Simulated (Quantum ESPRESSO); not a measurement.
# Convergence study of the SCF threshold for Mg (P-3m1, 2 atoms in the cell)

```yaml
crystal:
  lattice:
    - [3.20037, 0.00000, 0.00000]
    - [-1.60018, 2.77160, 0.00000]
    - [0.00000, 0.00000, 5.19437]
  atoms:
    - { symbol: Mg, position: [0.33333, 0.66667, 0.25963] }
    - { symbol: Mg, position: [0.66667, 0.33333, 0.75000] }
```

Method: LDA (PZ), GBRV 1.5 ultrasoft (LDA) pseudopotentials (plane waves; Quantum ESPRESSO).

Base settings: ecutwfc = 40 Ry; ecutrho = 200 Ry; occupations = smearing; smearing = fd; degauss = 0.0073499 Ry; potentials = {Mg: mg_lda_v1.4.uspp.F.UPF}; K_POINTS = automatic 8 8 5 0 0 0; conv_thr = 1e-11 Ry; mixing_beta = 0.7.

The mesh stays at the base's, so the ladder's end is converged at best in this setting alone.

Only quantities that move along the ladder and can be compared are tabulated.

The count of work is k-points × plane waves × bands × iterations; it is no time. 

The starting cell has typed, rounded lattice constants, without a prior relaxation at this level. Its lattice was rescaled by up to half a per cent. One atom was moved a little off its site on purpose.

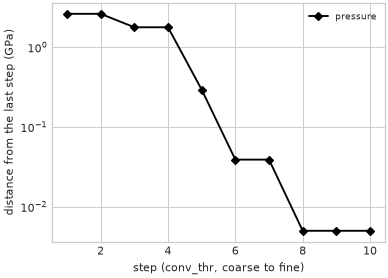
Fig. 1. Distance from the last step along the ladder; very small values are drawn at a floor.

```csv
conv_thr,pressure (GPa),largest difference of a force vector from the last step's (eV/Å),count of work / last
0.0073 Ry,-4.81,0.044,0.27
0.00073 Ry,-4.81,0.044,0.27
7.3e-05 Ry,-3.96,0.055,0.36
7.3e-06 Ry,-3.96,0.055,0.36
7.3e-07 Ry,-2.47,0.038,0.45
7.3e-08 Ry,-2.22,0.000,0.64
7.3e-09 Ry,-2.22,0.000,0.64
7.3e-10 Ry,-2.18,0.000,0.82
1e-11 Ry,-2.18,0.000,0.82
7.3e-12 Ry,-2.18,0.000,0.82
7.3e-14 Ry,-2.18,0.000,1.0
```

Coarsest conv_thr that holds the forces within 0.01 eV/Å of the last step, with all finer ones: 7.3e-08 Ry; the step before is off by 0.038 eV/Å.

Coarsest conv_thr that holds the pressure within 0.2 GPa of the last step, with all finer ones: 7.3e-08 Ry; the step before is off by 0.29 GPa.

Two neighbours can agree and both be off: 0.0073 Ry and 0.00073 Ry differ by 0.00 GPa in the pressure, yet lie about 2.6 GPa from the last step.
